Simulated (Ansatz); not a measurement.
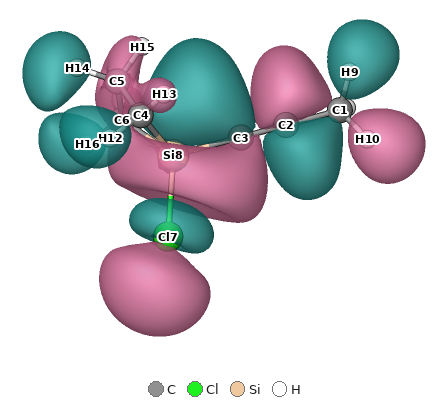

C$_{6}$H$_{9}$ClSi (SMILES CC#C[Si]1(Cl)CCC1). One frontier orbital at ±0.04 Å⁻³ᐟ² (teal and pink are the two phases), seen at a tilt.

Geometry: B3LYP-D3(BJ)/def2-SVP.

Theory: Ansatz 0.2.0, isolated molecule in a Gaussian basis; Kohn-Sham density functional theory, functional PBE0.

```xyz
17

C    -2.6069    0.8425   -2.4651
C    -1.6053    1.2764   -1.5030
C    -0.7669    1.6462   -0.6981
C     0.3365    1.3913    2.2236
C     1.4098    0.3591    1.7404
C     2.0630    1.1307    0.5450
Cl    0.6943    4.2445    0.4011
Si    0.4882    2.1702    0.5114
H    -3.1334   -0.0588   -2.1106
H    -3.3598    1.6302   -2.6318
H    -2.1457    0.6046   -3.4377
H     0.7394    2.0600    3.0008
H    -0.6192    0.9765    2.5726
H     2.1241    0.0548    2.5223
H     0.9161   -0.5548    1.3744
H     2.9269    1.7299    0.8740
H     2.3598    0.5269   -0.3237
```

Which orbital is it: HOMO or LUMO?

Answer. The LUMO, at −0.27 eV. It lies mainly on Si8 (about 20 %), C2 (about 20 %), C3 (about 20 %) and Cl7 (about 15 %).
